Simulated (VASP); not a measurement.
Band structure of InSb (space group F-43m). Calculation: LDA (Ceperley-Alder, Perdew-Zunger), VASP's LDA PAW potentials (set 64) (plane waves; VASP 6.6.1).

Unless said otherwise, spin-orbit coupling is left out, though it shifts the bands of the heavy elements here.

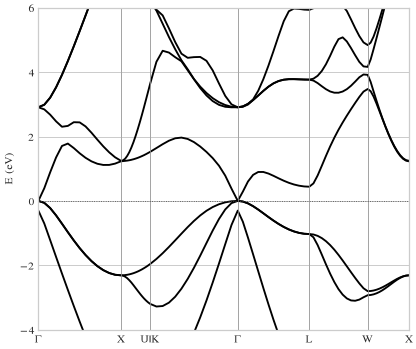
Bands along high-symmetry lines, zero at the valence-band maximum or, without a gap, the Fermi level

Task: Read the plot: is there a gap, and where are the band edges?

Result: It has no gap at this level: it comes out as a metal or semimetal. (Edges off the drawn lines would not show.)

The structure comes from a computed database's InSb entry (F-43m); how it stands against other phases isn't given here. It was relaxed first, which changed the volume by -8 %.
